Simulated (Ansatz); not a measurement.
# Ag3Sb (model cell, started as anti-ReO3 type): from the cell to its phonons

Aim: the vibrations of Ag3Sb (model cell, started as anti-ReO3 type), their spectra, and whether the structure is stable.

Calculated with Ansatz 0.2.0; DFT r2SCAN, scalar-relativistic, plane waves, PAW.

The structure was built from a prototype and need not be the compound's stable phase.

**1. The structure**

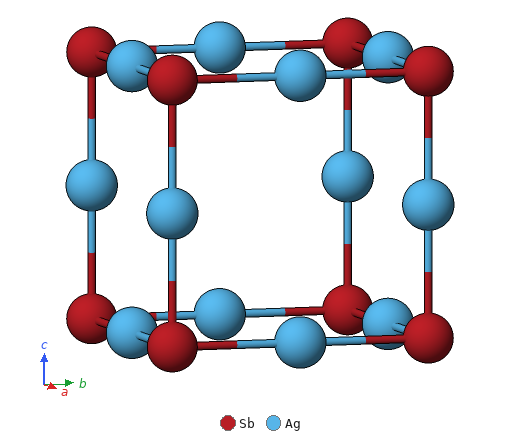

Start, viewed slightly off an axis; antimony red, silver blue. Some periodic images of atoms are drawn too.

Structure file:

```cif
data_structure
_symmetry_space_group_name_H-M 'Pm-3m'
_symmetry_Int_Tables_number 221
_cell_length_a 6.1200
_cell_length_b 6.1200
_cell_length_c 6.1200
_cell_angle_alpha 90.000
_cell_angle_beta 90.000
_cell_angle_gamma 90.000
_cell_volume 229.22
loop_
_atom_site_label
_atom_site_type_symbol
_atom_site_symmetry_multiplicity
_atom_site_Wyckoff_symbol
_atom_site_fract_x
_atom_site_fract_y
_atom_site_fract_z
_atom_site_occupancy
Sb1 Sb 1 a 0.00000 0.00000 0.00000 1
Ag1 Ag 3 d 0.50000 0.00000 0.00000 1
```

**2. Relaxation, k-mesh 4×4×4**

Harmonic phonons are second derivatives at a point where the forces vanish, and they are wanted at zero stress, so atoms and cell are relaxed first.

input.yaml reads:

```yaml
crystal:
  lattice:
    - [6.12, 0.0, 0.0]
    - [0.0, 6.12, 0.0]
    - [0.0, 0.0, 6.12]
  atoms:
    - { symbol: Sb, position: [0.0, 0.0, 0.0] }
    - { symbol: Ag, position: [0.5, 0.0, 0.0] }
    - { symbol: Ag, position: [0.0, 0.5, 0.0] }
    - { symbol: Ag, position: [0.0, 0.0, 0.5] }
kpoints:
  mp_grid: { grid: [4, 4, 4] }
hamiltonian:
  xc: r2scan
scf:
  occupations: { method: gaussian, width: 0.02 }
output:
  forces: true
  stress: true
  eigenvalues: true
relax:
  adjacent_minimum: "off"
  f_tol: 0.005
  max_steps: 80
  cell: { stress_tol: 0.05 }
```

Run with:

```sh
$ ansatz run input.yaml --threads 4 --pin off --max-ram 7168MiB --backend cpu --events-out ev --progress --plain --runs-dir out
```

Numbers of over 12 decimals in the logs are rounded to 6 here.

What it wrote:

```text
Engine: ansatz 0.2.0, aarch64-unknown-linux-gnu
Pseudopotentials: kind: paw
Pseudopotential: Sb, paw, valence charge 15, recommended cutoff 500 eV (meta_gga), Sb.paw.azcp
Pseudopotential: Ag, paw, valence charge 19, recommended cutoff 500 eV (meta_gga), Ag.paw.azcp
Functional definition: r2SCAN
  parameter k0 = 0.174
  parameter k1 = 0.065
  parameter a1 = 4.9479
  exchange = r2scan_x(k0 = k0, k1 = k1, a1 = a1)
  correlation = r2scan_c
Crystal: 4 atoms, lattice volume = 229.221 Å³
Basis set: ecut = 500 eV, 5743 PW (Γ), exchange–correlation on 180×180×180 points (64 copies of the dense FFT grid, shifted against one another)
Bands: 44, of which v1, the nominal top of the filled ones, is band 36 counted from 1 (35 counted from 0)
Symmetry: 48 space group operations
Space group: Pm-3m (ITA 221), of the structure as read, at distance tolerance 6.1e-5 Å
k-points: 10 of 64
Non-local potential: Sb, projectors of the file, l = 0: 2, l = 1: 2, l = 2: 2, l = 3: 2
Non-local potential: Ag, projectors of the file, l = 0: 3, l = 1: 2, l = 2: 2, l = 3: 1
PAW form: soft (Blöchl's): semilocal exchange-correlation on the pseudo side does not see the compensation charge
PAW frozen core: Sb, regenerated for the run's functional (the file was generated under x = pbe(κ = 0.804, μ = 0.219515), c = pbe(β = 0.066725))
PAW frozen core: Ag, regenerated for the run's functional (the file was generated under x = pbe(κ = 0.804, μ = 0.219515), c = pbe(β = 0.066725))
PAW one-centre angular grid: Sb, 590 points (default); XC on 160 Gauss nodes
PAW one-centre angular grid: Ag, 590 points (default); XC on 160 Gauss nodes
Initial density: superposition of atomic densities (neutral atoms: chi_scale 0, normalization atom), corrected by the library's trained network
Initial wavefunctions: pseudopotential atomic-orbital guess
Functional: x = r2scan, c = r2scan; τ floored in thin density (d = 2e-4 eV/Å³)
SCF iter   1: F=—  HF=-29307.244822 eV  |F-HF|=—  |Δ(HF+E_count)|=         —  Δρ=5.90e-3  dr2=1.18e-1  dr2_τ=1.04e-2  ethr=1.77e-3  ⟨swp⟩=8.1  Hψ=1788  notcnv=0
preconditioner: auto → Resta (q_TF=auto, 2.249 Å⁻¹)  ε∞=5.2  [insulator: Δε(μ)=0.852 eV  Ē_g=7.368 eV  σ=0.020 eV  W_gap=1.00  n_scr=32 (ndim 8)  ℏωp=15.1 eV  f_vac=0.415  D(μ)=0.00/eV (n_scr^D=0)  ε∞_Penn≈5.2  vacuum switching on, ρ_ref=3.9e-3 e/Å³]
SCF iter   2: F=—  HF=-29307.235037 eV  |F-HF|=—  |Δ(HF+E_count)|=   9.79e-3  Δρ=2.90e-3  dr2=2.37e-2  dr2_τ=1.64e-3  ethr=1.63e-4  ⟨swp⟩=2.7  Hψ=781  notcnv=0  defer=23
SCF iter   3: F=—  HF=-29307.236356 eV  |F-HF|=—  |Δ(HF+E_count)|=   1.32e-3  Δρ=9.56e-4  dr2=3.93e-3  dr2_τ=9.03e-5  ethr=3.29e-5  ⟨swp⟩=3.4  Hψ=657  notcnv=0  defer=23
SCF iter   4: F=—  HF=-29307.236268 eV  |F-HF|=—  |Δ(HF+E_count)|=   8.81e-5  Δρ=2.44e-4  dr2=2.67e-4  dr2_τ=5.35e-6  ethr=5.45e-6  ⟨swp⟩=2.6  Hψ=673  notcnv=0  defer=23
SCF iter   5: F=—  HF=-29307.236432 eV  |F-HF|=—  |Δ(HF+E_count)|=   1.64e-4  Δρ=1.14e-4  dr2=4.37e-5  dr2_τ=1.56e-6  ethr=3.70e-7  ⟨swp⟩=2.0  Hψ=635  notcnv=0  defer=23
SCF iter   6: F=—  HF=-29307.236392 eV  |F-HF|=—  |Δ(HF+E_count)|=   4.05e-5  Δρ=3.37e-5  dr2=4.21e-6  dr2_τ=7.92e-8  ethr=6.07e-8  ⟨swp⟩=2.0  Hψ=680  notcnv=0  defer=23
SCF iter   7: F=—  HF=-29307.236397 eV  |F-HF|=—  |Δ(HF+E_count)|=   5.45e-6  Δρ=6.62e-6  dr2=1.90e-7  dr2_τ=8.14e-9  ethr=5.85e-9  ⟨swp⟩=2.0  Hψ=607  notcnv=0  defer=23
SCF iter   8: F=-29307.236398 eV  HF=-29307.236398 eV  |F-HF|=2.66e-8  |Δ(HF+E_count)|=   4.24e-7  Δρ=2.94e-6  dr2=3.80e-8  dr2_τ=5.31e-10  ethr=1.39e-10  ⟨swp⟩=11.9  Hψ=1948  notcnv=0
SCF 1 converged in 8 iterations: F = -29307.236398 eV  dr2 = 3.80e-8
  greatest PAW one-centre occupation: 1.002 electrons in one spin orbital (limit 2), on the Ag atom at site 3 (counted from 0), in its partial waves of l = 1
relax step   1: F+E_penalty+E_count = -29307.23639768 eV  Δ(F+E_penalty+E_count) = +0.000e0 eV  max|allowed force component| = 1.727e-28 eV/Å  Δτ_max = 0.0000 Å  P = -4.849 GPa  Ω = 229.221 Å³  (8 SCF iters, dr2 threshold 1.00e-7 eV, accepted)
Crystal: 4 atoms, lattice volume = 197.305 Å³
Basis set: ecut = 500 eV, 4945 PW (Γ), exchange–correlation on 180×180×180 points (64 copies of the dense FFT grid, shifted against one another)
Initial density: handed on by an earlier stage of this run
Initial wavefunctions: those handed on with the density
iter 1 solved again at ethr=4.14e-5 eV; its pass at ethr=3.10e-3 eV (dr2=2.98e-2 eV) is discarded
SCF iter   1: F=—  HF=-29305.973601 eV  |F-HF|=—  |Δ(HF+E_count)|=         —  Δρ=4.36e-3  dr2=3.04e-2  dr2_τ=1.58e0  ethr=4.14e-5  ⟨swp⟩=2.6  Hψ=2485  notcnv=0
preconditioner: auto → Resta (q_TF=auto, 2.306 Å⁻¹)  ε∞=5.4  [insulator: Δε(μ)=0.937 eV  Ē_g=7.746 eV  σ=0.020 eV  W_gap=1.00  n_scr=32 (ndim 8)  ℏωp=16.3 eV  f_vac=0.395  D(μ)=0.00/eV (n_scr^D=0)  ε∞_Penn≈5.4]
SCF iter   2: F=—  HF=-29308.200466 eV  |F-HF|=—  |Δ(HF+E_count)|=    2.23e0  Δρ=1.40e-3  dr2=7.02e-3  dr2_τ=3.39e-4  ethr=4.14e-5  ⟨swp⟩=5.0  Hψ=1262  notcnv=0
SCF iter   3: F=—  HF=-29308.200882 eV  |F-HF|=—  |Δ(HF+E_count)|=   4.16e-4  Δρ=8.88e-4  dr2=2.54e-3  dr2_τ=4.81e-5  ethr=9.74e-6  ⟨swp⟩=2.0  Hψ=607  notcnv=0  defer=17
SCF iter   4: F=—  HF=-29308.201010 eV  |F-HF|=—  |Δ(HF+E_count)|=   1.28e-4  Δρ=1.87e-4  dr2=1.67e-4  dr2_τ=3.11e-6  ethr=3.53e-6  ⟨swp⟩=2.1  Hψ=665  notcnv=0  defer=21
SCF iter   5: F=—  HF=-29308.201027 eV  |F-HF|=—  |Δ(HF+E_count)|=   1.66e-5  Δρ=7.44e-5  dr2=2.55e-5  dr2_τ=4.89e-7  ethr=2.31e-7  ⟨swp⟩=2.1  Hψ=609  notcnv=0  defer=21
SCF iter   6: F=—  HF=-29308.201049 eV  |F-HF|=—  |Δ(HF+E_count)|=   2.20e-5  Δρ=4.07e-5  dr2=4.82e-6  dr2_τ=8.47e-8  ethr=3.54e-8  ⟨swp⟩=2.0  Hψ=658  notcnv=0  defer=21
SCF iter   7: F=—  HF=-29308.201060 eV  |F-HF|=—  |Δ(HF+E_count)|=   1.11e-5  Δρ=1.13e-5  dr2=5.45e-7  dr2_τ=1.25e-8  ethr=6.70e-9  ⟨swp⟩=2.0  Hψ=608  notcnv=0  defer=21
SCF iter   8: F=-29308.201062 eV  HF=-29308.201062 eV  |F-HF|=2.54e-7  |Δ(HF+E_count)|=   2.39e-6  Δρ=3.87e-6  dr2=4.49e-8  dr2_τ=3.65e-10  ethr=5.56e-10  ⟨swp⟩=9.5  Hψ=1927  notcnv=0
SCF 2 converged in 8 iterations: F = -29308.201062 eV  dr2 = 4.49e-8
relax step   2: F+E_penalty+E_count = -29308.20106240 eV  Δ(F+E_penalty+E_count) = -9.647e-1 eV  max|allowed force component| = 3.469e-29 eV/Å  Δτ_max = 0.0000 Å  P = -4.656 GPa  Ω = 197.305 Å³  energy of the carried Pulay correction = +4.401e-3 eV  (8 SCF iters, dr2 threshold 4.00e-7 eV, accepted)
Crystal: 4 atoms, lattice volume = 168.498 Å³
Basis set: ecut = 500 eV, 4337 PW (Γ), exchange–correlation on 180×180×180 points (64 copies of the dense FFT grid, shifted against one another)
iter 1 solved again at ethr=7.61e-5 eV; its pass at ethr=3.10e-3 eV (dr2=5.48e-2 eV) is discarded
SCF iter   1: F=—  HF=-29306.732756 eV  |F-HF|=—  |Δ(HF+E_count)|=         —  Δρ=5.95e-3  dr2=5.56e-2  dr2_τ=1.75e0  ethr=7.61e-5  ⟨swp⟩=2.1  Hψ=2455  notcnv=0
preconditioner: auto → Resta (q_TF=auto, 2.368 Å⁻¹)  ε∞=5.5  [insulator: Δε(μ)=1.387 eV  Ē_g=8.284 eV  σ=0.020 eV  W_gap=1.00  n_scr=32 (ndim 8)  ℏωp=17.6 eV  f_vac=0.358  D(μ)=0.00/eV (n_scr^D=0)  ε∞_Penn≈5.5]
SCF iter   2: F=—  HF=-29308.940224 eV  |F-HF|=—  |Δ(HF+E_count)|=    2.21e0  Δρ=1.71e-3  dr2=7.38e-3  dr2_τ=3.66e-4  ethr=7.61e-5  ⟨swp⟩=4.5  Hψ=1066  notcnv=0
SCF iter   3: F=—  HF=-29308.940558 eV  |F-HF|=—  |Δ(HF+E_count)|=   3.35e-4  Δρ=1.05e-3  dr2=2.42e-3  dr2_τ=7.68e-5  ethr=1.02e-5  ⟨swp⟩=2.0  Hψ=735  notcnv=0  defer=24
SCF iter   4: F=—  HF=-29308.940733 eV  |F-HF|=—  |Δ(HF+E_count)|=   1.75e-4  Δρ=1.86e-4  dr2=1.44e-4  dr2_τ=2.85e-6  ethr=3.36e-6  ⟨swp⟩=2.0  Hψ=634  notcnv=0  defer=24
SCF iter   5: F=—  HF=-29308.940746 eV  |F-HF|=—  |Δ(HF+E_count)|=   1.25e-5  Δρ=7.84e-5  dr2=2.51e-5  dr2_τ=3.14e-7  ethr=2.00e-7  ⟨swp⟩=2.0  Hψ=605  notcnv=0  defer=24
SCF iter   6: F=—  HF=-29308.940761 eV  |F-HF|=—  |Δ(HF+E_count)|=   1.56e-5  Δρ=3.47e-5  dr2=4.00e-6  dr2_τ=7.19e-8  ethr=3.49e-8  ⟨swp⟩=2.0  Hψ=647  notcnv=0  defer=24
SCF iter   7: F=-29308.940771 eV  HF=-29308.940769 eV  |F-HF|=1.58e-6  |Δ(HF+E_count)|=   7.73e-6  Δρ=1.13e-5  dr2=3.97e-7  dr2_τ=8.80e-9  ethr=5.56e-10  ⟨swp⟩=8.1  Hψ=2216  notcnv=0
SCF 3 converged in 7 iterations: F = -29308.940771 eV  dr2 = 3.97e-7
  greatest PAW one-centre occupation: 1.001 electrons in one spin orbital (limit 2), on the Ag atom at site 2 (counted from 0), in its partial waves of l = 1
relax step   3: F+E_penalty+E_count = -29308.94077063 eV  Δ(F+E_penalty+E_count) = -7.397e-1 eV  max|allowed force component| = 6.340e-29 eV/Å  Δτ_max = 0.0000 Å  P = -3.183 GPa  Ω = 168.498 Å³  energy of the carried Pulay correction = +8.983e-3 eV  (7 SCF iters, dr2 threshold 4.00e-7 eV, accepted)
[...]
relax step   4: F+E_penalty+E_count = -29309.16846303 eV  Δ(F+E_penalty+E_count) = -2.277e-1 eV  max|allowed force component| = 1.103e-29 eV/Å  Δτ_max = 0.0000 Å  P = +1.188 GPa  Ω = 142.642 Å³  energy of the carried Pulay correction = +1.370e-2 eV  (7 SCF iters, dr2 threshold 4.00e-7 eV, accepted)
[...]
relax step   5: F+E_penalty+E_count = -29309.18286752 eV  Δ(F+E_penalty+E_count) = -1.440e-2 eV  max|allowed force component| = 1.361e-29 eV/Å  Δτ_max = 0.0000 Å  P = -0.320 GPa  Ω = 148.850 Å³  energy of the carried Pulay correction = +1.251e-2 eV  (7 SCF iters, dr2 threshold 4.00e-7 eV, accepted)
[...]
relax step   6: F+E_penalty+E_count = -29309.18458303 eV  Δ(F+E_penalty+E_count) = -1.716e-3 eV  max|allowed force component| = 5.765e-29 eV/Å  Δτ_max = 0.0000 Å  P = -0.021 GPa  Ω = 147.490 Å³  energy of the carried Pulay correction = +1.277e-2 eV  (6 SCF iters, dr2 threshold 2.55e-7 eV, accepted)
Basis set: ecut = 500 eV, 3743 PW (Γ), exchange–correlation on 160×160×160 points (64 copies of the dense FFT grid, shifted against one another)
Initial wavefunctions: pseudopotential atomic-orbital guess (no wavefunctions were taken with the density)
iter 1 solved again at ethr=1.65e-7 eV; its pass at ethr=3.10e-3 eV (dr2=1.18e-4 eV) is discarded
SCF iter   1: F=—  HF=-29309.180652 eV  |F-HF|=—  |Δ(HF+E_count)|=         —  Δρ=3.65e-4  dr2=2.26e-5  dr2_τ=2.76e-4  ethr=1.65e-7  ⟨swp⟩=3.6  Hψ=3064  notcnv=0
preconditioner: auto → Resta (q_TF=auto, 2.421 Å⁻¹)  ε∞=5.6  [insulator: Δε(μ)=1.692 eV  Ē_g=8.803 eV  σ=0.020 eV  W_gap=1.00  n_scr=32 (ndim 8)  ℏωp=18.8 eV  f_vac=0.324  D(μ)=0.00/eV (n_scr^D=0)  ε∞_Penn≈5.6]
SCF iter   2: F=—  HF=-29309.180670 eV  |F-HF|=—  |Δ(HF+E_count)|=   1.76e-5  Δρ=1.87e-4  dr2=5.85e-6  dr2_τ=3.33e-6  ethr=3.13e-8  ⟨swp⟩=1.2  Hψ=512  notcnv=0
SCF iter   3: F=—  HF=-29309.180700 eV  |F-HF|=—  |Δ(HF+E_count)|=   3.05e-5  Δρ=1.05e-5  dr2=8.98e-8  dr2_τ=2.67e-8  ethr=8.13e-9  ⟨swp⟩=2.6  Hψ=749  notcnv=0
SCF iter   4: F=—  HF=-29309.180701 eV  |F-HF|=—  |Δ(HF+E_count)|=   2.03e-8  Δρ=2.56e-6  dr2=5.54e-9  dr2_τ=1.42e-9  ethr=1.25e-10  ⟨swp⟩=2.0  Hψ=680  notcnv=0
SCF iter   5: F=—  HF=-29309.180701 eV  |F-HF|=—  |Δ(HF+E_count)|=   3.79e-9  Δρ=1.13e-6  dr2=1.77e-9  dr2_τ=2.97e-10  ethr=7.70e-12  ⟨swp⟩=2.0  Hψ=800  notcnv=0
SCF iter   6: F=—  HF=-29309.180701 eV  |F-HF|=—  |Δ(HF+E_count)|=   1.06e-9  Δρ=3.15e-7  dr2=3.58e-10  dr2_τ=3.77e-12  ethr=2.46e-12  ⟨swp⟩=2.5  Hψ=688  notcnv=0
SCF iter   7: F=-29309.180701 eV  HF=-29309.180701 eV  |F-HF|=5.46e-11  |Δ(HF+E_count)|=  4.91e-10  Δρ=1.21e-7  dr2=3.41e-11  dr2_τ=1.45e-12  ethr=1.00e-12  ⟨swp⟩=4.1  Hψ=1721  notcnv=0
SCF 7 converged in 7 iterations: F = -29309.180701 eV  dr2 = 3.41e-11
relax step   7: F+E_penalty+E_count = -29309.18070051 eV  Δ(F+E_penalty+E_count) = +3.883e-3 eV  max|allowed force component| = 4.391e-29 eV/Å  Δτ_max = 0.0000 Å  P = -0.047 GPa  Ω = 147.490 Å³  stress off target by 4.72e-2 GPa  SCF on the basis re-selected at this cell (its energy is not comparable with the rows above)  (7 SCF iters)
basis re-selected at this cell: Δ(F+E_penalty+E_count) = +3.883e-3 eV, ΔP = -0.026 GPa vs the last step (what re-selecting the basis moved, of the pressure what is left beyond the Pulay correction that the steps carried, after the strain that the cell walked since its last selection, with what the two solves' SCF thresholds leave and, on support functions, any second-order correction that the steps lacked; it is no measure of the basis error at this ecutwfc). The dense FFT grid was sized anew with the basis: this SCF ran on 40×40×40 points, the steps before it on 45×45×45, so part of this shift can come from that change (see relax.cell in the input reference). [rest of the remark cut]
SCF converged after 7 iterations
Free energy (F): -29309.180701 eV
Harris-Foulkes:  -29309.180701 eV  (|F-HF|=5.46e-11)
Internal energy: -29309.180701 eV  (E = F + TS)
E sigma→0 (E₀):  -29309.180701 eV
Fermi energy:    6.230007 eV
--- Per-component energies (eV) ---
  E_band       = -1616.513398
  E_kinetic    = 1791.355552
  E_local      = -13958.454426  (includes V_loc(G=0)·N_el)
  E_nonlocal   = 613.289701
  E_hartree    = 6280.430163
  E_xc         = -657.930760
  E_vxc        = -886.588623  (∫ρ·V_xc dr)
  E_paw        = -16376.680922  (= ΣΔE_a)
  E_vpaw       = -1801.680623  (= ΣTr[D̂ρ^β])
  E_aug_tail   = 0.000174  (compensation charges beyond the density's cutoff)
  E_vtau       = 64.705148  (kinetic-family band-sum trace: ∫τ·v_τ [+ j·A + Jᵃ·Aᵃ] dr)
  E_ewald      = -7000.168287
  E_core_change = -1.021895  (= ΣΔE_core)
  E_smearing   = -0.000000  (= −TS)
  E_closure    = 0.000000  (closes the sum)
  Σ components = -29309.180701   (vs F -29309.180701, Δ=0.00e0)
--- Forces (eV/Å), atoms counted from 1 ---
  atom   1  Sb    -0.00000000     0.00000000    -0.00000000
  atom   2  Ag    -0.00000000     0.00000000    -0.00000000
  atom   3  Ag    -0.00000000    -0.00000000     0.00000000
  atom   4  Ag     0.00000000    -0.00000000    -0.00000000
  max |Σ_I F_I| component: 7.78e-29 eV/Å
--- Stress (GPa, compression-positive) ---
       -0.047158       0.000000       0.000000
        0.000000      -0.047158      -0.000000
        0.000000      -0.000000      -0.047158
  P = ⅓ Tr σ = -0.0472 GPa (-0.472 kbar)
--- Band table (eV; the first three rows and the last of 10) ---
  k-point 0: bands = [... 32 lower, 2.1545, 3.8780, 3.8780, 3.8780, 7.2286, 7.4905, 7.4905, 11.7430, ... 4 higher]
  k-point 1: bands = [... 32 lower, 2.1029, 3.3087, 4.2971, 4.2971, 7.3141, 7.6087, 9.3025, 11.0268, ... 4 higher]
  k-point 2: bands = [... 32 lower, 2.1614, 3.0224, 4.6923, 4.6923, 7.2954, 7.7554, 9.9865, 10.4853, ... 4 higher]
  k-point 9: bands = [... 32 lower, 2.0771, 4.5149, 4.5149, 4.5149, 7.4495, 7.4495, 7.4495, 10.8888, ... 4 higher]
--- Relaxed structure (6 steps of the walk, 6 accepted, 1 SCFs on fresh bases) ---
  F+E_penalty+E_count = -29309.18070051 eV   max|allowed force component| = 4.391e-29 eV/Å   (the final SCF, on the basis selected at the relaxed cell)
  cell:  # Å, volume = 147.4896 Å³
    - [5.283484, 0, 0]
    - [0, 5.283484, 0.0]
    - [0, 0.0, 5.283484]
  atoms:
    - { symbol: Sb, position: [0, 0, 0] }
    - { symbol: Ag, position: [0.500000, 0, 0] }
    - { symbol: Ag, position: [0, 0.500000, 0] }
    - { symbol: Ag, position: [0, 0, 0.500000] }
```

Elapsed: 20 s, on 4 threads of Arm Neoverse V2, shared host; peak memory 0.95 GiB.

Relaxation path:

```tsv
step	energy less that of the first step (eV)	largest force component (eV/Å)	pressure (GPa)	volume (Å³)
1	0.0000	0.0000	-4.85	229.22
2	-0.9647	0.0000	-4.66	197.31
3	-1.7044	0.0000	-3.18	168.50
4	-1.9321	0.0000	1.19	142.64
5	-1.9465	0.0000	-0.32	148.85
6	-1.9482	0.0000	-0.02	147.49
7*	-1.9443	0.0000	-0.05	147.49
```

Relaxation steps marked * repeat the geometry before them on a plane-wave basis chosen anew for their cell, so energy and pressure can jump there.

The run keeps the 48 symmetry operations that it works with, so distortions that break them were not tested.

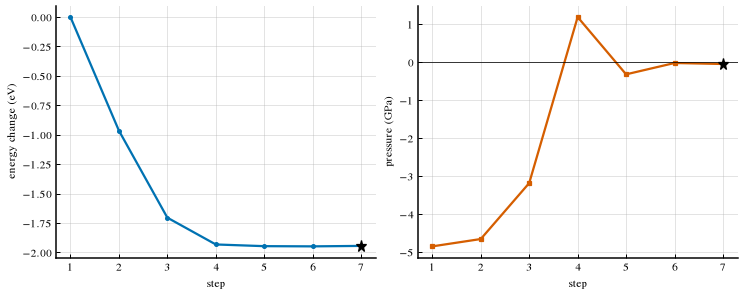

Energy and pressure along the relaxation. Stars mark steps on a basis chosen anew.

```tsv
cell as run	before	after	change
a (Å)	6.120	5.283	-13.7 %
b (Å)	6.120	5.283	-13.7 %
c (Å)	6.120	5.283	-13.7 %
volume (Å³/atom)	57.31	36.87	-35.7 %
```

Final coordinates:

```cif
data_structure
_symmetry_space_group_name_H-M 'P 1'
_symmetry_Int_Tables_number 1
_cell_length_a 5.2835
_cell_length_b 5.2835
_cell_length_c 5.2835
_cell_angle_alpha 90.000
_cell_angle_beta 90.000
_cell_angle_gamma 90.000
_cell_volume 147.49
loop_
_atom_site_label
_atom_site_type_symbol
_atom_site_fract_x
_atom_site_fract_y
_atom_site_fract_z
_atom_site_occupancy
Sb1 Sb 0.00000 0.00000 0.00000 1
Ag2 Ag 0.50000 0.00000 0.00000 1
Ag3 Ag 0.00000 0.50000 0.00000 1
Ag4 Ag 0.00000 0.00000 0.50000 1
```

Numbers from this step:

| Property | Result |
| --- | --- |
| pressure | -0.04716 GPa |
| gap on the k-mesh | 1.692 eV |
| volume per atom | 36.87 Å³ |
| direct gap on mesh | 1.692 eV |

In this step the volume went from 57.31 to 36.87 Å³/atom.

**3. Relaxation, k-mesh 6×6×6**

The relaxation is repeated from its end, on the mesh and smearing that suit the cell and gap now reached.

input.yaml, the sections that differ from step 2:

```yaml
crystal:
  lattice:
    - [5.2834844781, 0.0, 0.0]
    - [0.0, 5.2834844781, 0.0]
    - [0.0, 0.0, 5.2834844781]
  atoms:
    - { symbol: Sb, position: [0.0, 0.0, 0.0] }
    - { symbol: Ag, position: [0.5, 0.0, 0.0] }
    - { symbol: Ag, position: [0.0, 0.5, 0.0] }
    - { symbol: Ag, position: [0.0, 0.0, 0.5] }
kpoints:
  mp_grid: { grid: [6, 6, 6] }
# hamiltonian, scf, output, relax: as in step 2
```

What it wrote:

```text
[...]
Crystal: 4 atoms, lattice volume = 147.490 Å³
Basis set: ecut = 500 eV, 3743 PW (Γ), exchange–correlation on 160×160×160 points (64 copies of the dense FFT grid, shifted against one another)
Bands: 44, of which v1, the nominal top of the filled ones, is band 36 counted from 1 (35 counted from 0)
Symmetry: 48 space group operations
[...]
k-points: 20 of 216
[...]
k-point 19: bands = [... 32 lower, 2.0984, 4.5328, 4.5328, 4.5328, 7.4693, 7.4693, 7.4693, 10.9216, ... 4 higher]
--- Relaxed structure (2 steps of the walk, 2 accepted, 1 SCFs on fresh bases) ---
[...]
cell:  # Å, volume = 147.1619 Å³
    - [5.279569, 0, 0]
    - [0, 5.279569, 0.0]
    - [0, 0.0, 5.279569]
  atoms:
    - { symbol: Sb, position: [0, 0, 0] }
    - { symbol: Ag, position: [0.5, 0, 0] }
    - { symbol: Ag, position: [0, 0.5, 0] }
    - { symbol: Ag, position: [0, 0, 0.5] }
[key lines of the parts left out:]
SCF converged after 5 iterations
Free energy (F): -29309.214252 eV
Fermi energy:    6.242726 eV
P = ⅓ Tr σ = 0.0113 GPa (0.113 kbar)
```

The job ended after 11 s (4 threads; peak memory 0.77 GiB).

Little changed from the start: no atom moved by 0.005 Å and no cell edge by 0.1 %.

Numbers from this step:

* pressure: 0.01130 GPa
* gap on the k-mesh: 1.708 eV
* volume per atom: 36.79 Å³
* direct gap on mesh: 1.708 eV

In this step the volume went from 36.87 to 36.79 Å³/atom.

(Part 1 of 2 ends here.)

[Logs are printed without paths, hosts, clocks, repeated set-up lines and the standing remarks that a program may print on its own settings, such as how far it seeks lower states.]

[Hosts, paths, dates, database ids (printed as entryN), source tags and the programs' standing remarks are cut or masked in the printed files.]
